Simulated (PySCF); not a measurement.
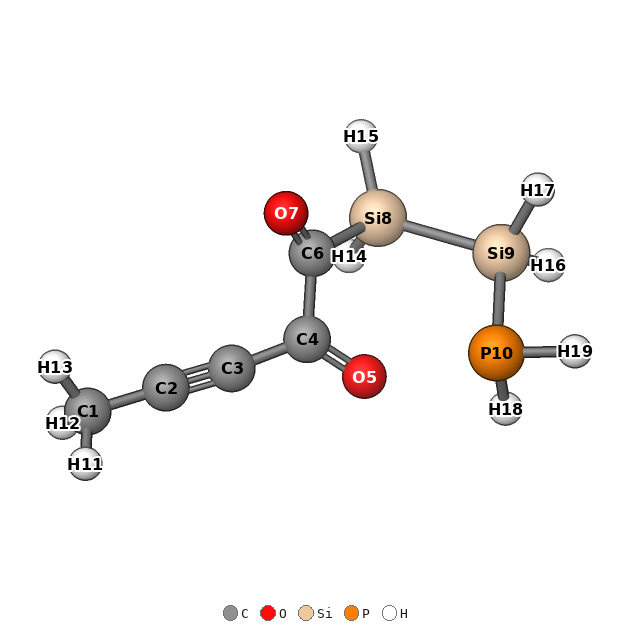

The geometry was computed by an optimisation with GFN2-xTB. No frequency run is at hand to confirm it as a minimum. Electric field gradients from the ground-state density, PBE0/pcSseg-1 (PySCF 2.14.0), non-relativistic apart from any core potentials.

Give the largest field-gradient component, the quadrupole coupling constant and the asymmetry for 17O at O5 (Q = −25.6 mb), 17O at O7 (Q = −25.6 mb).

```
atom  V_zz (a.u.)  e²qQ/h (MHz)     η
  O5       −1.937         11.65  0.36
  O7       −2.132         12.83  0.61
```

The geometry is semi-empirical. Around P, Si such bond lengths and angles can be off by a tenth of an ångström or more and by several degrees, and values that hang on the shape move with them.
